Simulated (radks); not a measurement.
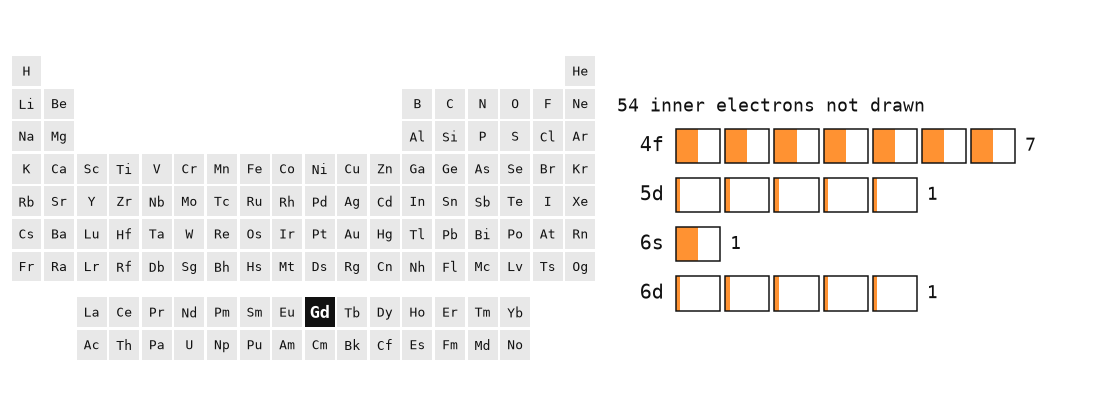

**Figure 1.** Left, the place of gadolinium in the periodic table; right, the outer shells as the input fills them: a box for each of the 2l + 1 orbitals, shaded by the share of the shell that is filled, with the electron count at the right.

**Gd: atomic calculation**

System: a free Gd atom in the configuration [Xe] 4f7 5d1 6s1 6d1 (high spin).
Method: scalar-relativistic Kohn-Sham, PBE, spin-polarised, spherical densities, finite nucleus (the in-house radial solver radks).

## The program's output
```
1s      1   1.0000       -1841.05227487
2s      1   1.0000        -304.06481610
2p      1   3.0000        -270.61869031
3s      1   1.0000         -67.51818522
3p      1   3.0000         -57.15392470
3d      1   5.0000         -43.45578466
4s      1   1.0000         -13.76889433
4p      1   3.0000         -10.35228313
4d      1   5.0000          -5.62417557
4f      1   7.0000          -0.51145728
5s      1   1.0000          -1.99781744
5p      1   3.0000          -1.16393148
5d      1   1.0000          -0.22845801
6s      1   1.0000          -0.25879554
6d      1   1.0000          -0.02920344
1s      2   1.0000       -1841.05195310
2s      2   1.0000        -304.06170212
2p      2   3.0000        -270.61639462
3s      2   1.0000         -67.42153663
3p      2   3.0000         -57.05766442
3d      2   5.0000         -43.38154467
4s      2   1.0000         -13.54243704
4p      2   3.0000         -10.12738886
4d      2   5.0000          -5.40114661
4f      2   0.0000          -0.30952405
5s      2   1.0000          -1.86838359
5p      2   3.0000          -1.05921332
5d      2   0.0000          -0.15788242
6s      2   0.0000          -0.19158743
6d      2   0.0000           0.00018454
Etot -11270.457609826492
Ekin 12100.31464402873
Encl -27484.60480385131
Eh 4362.68691917063
Exc -248.85436917454004
err 5.430395241646882e-09
it 20
```

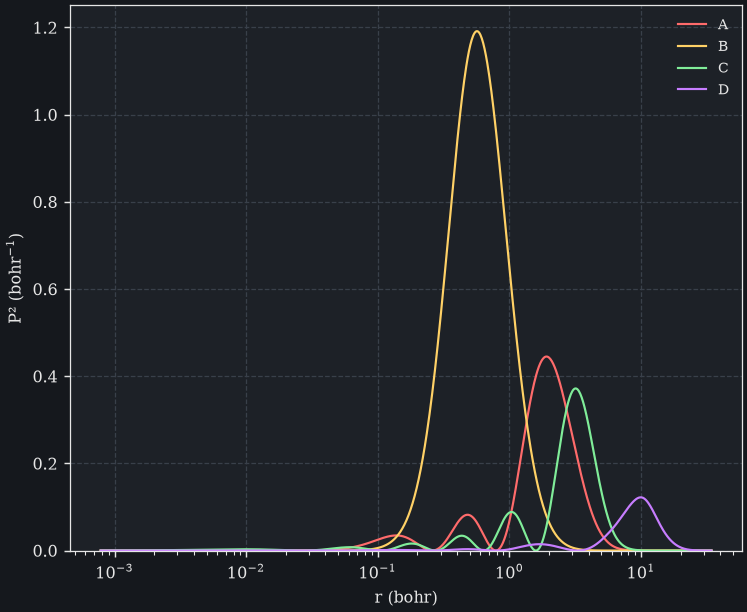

**Figure 2.** The radial probability densities P² of 5d up, 6d up, 4f up and 6s up. A is 5d up; B is 4f up; C is 6s up; D is 6d up. 4f up: outer maximum at 0.567 bohr, ⟨r⟩ = 0.854 bohr, 0 nodes, eigenvalue −13.9 eV; 5d up: outer maximum at 1.91 bohr, ⟨r⟩ = 2.54 bohr, 2 nodes, eigenvalue −6.22 eV; 6s up: outer maximum at 3.19 bohr, ⟨r⟩ = 3.63 bohr, 5 nodes, eigenvalue −7.04 eV; 6d up: outer maximum at 9.98 bohr, ⟨r⟩ = 10.8 bohr, 3 nodes, eigenvalue −0.795 eV.

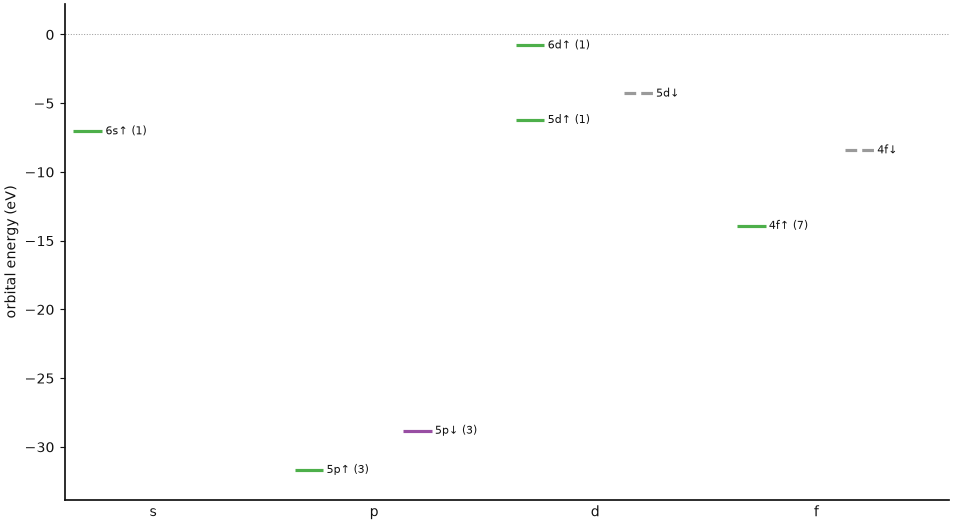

**Figure 3.** The outer levels are drawn by angular momentum (occupations in brackets, up spins at the left of each column and down spins at the right, empty levels dashed). The highest occupied level is 6d up at −0.795 eV. The highest 3 occupied levels, from the top down, are 6d up (−0.795 eV), 5d up (−6.22 eV), 6s up (−7.04 eV). The lowest empty level drawn is 4f down at −8.42 eV. The largest exchange splitting (down less up) among the shells drawn in both spins is that of 4f, 5.49 eV. The order isn't aufbau: the empty 4f down and 5d down levels lie under the highest occupied one.

## Input file
```
Z 64
configuration [Xe] 4f7 5d1 6s1 6d1
relativity scalar-relativistic
functional pbe,pbe
spin polarised
nucleus finite rms 5.1569 fm
c 137.035999084
```

Energies in input and log are in hartree, lengths in bohr (the nuclear radius in fm).

## Key numbers

- outcome: converged
- total energy: −11270.4576 hartree
- kinetic energy: 12100.3146 hartree
- electron–nucleus energy: −27484.6048 hartree
- Hartree energy: 4362.6869 hartree
- exchange–correlation energy: −248.854369 hartree
- radius at density 0.001 e/bohr³: 4.61 bohr
- SCF iterations: 20
- hardware: 1 CPU thread, shared host

## Remarks

This is an excited configuration.
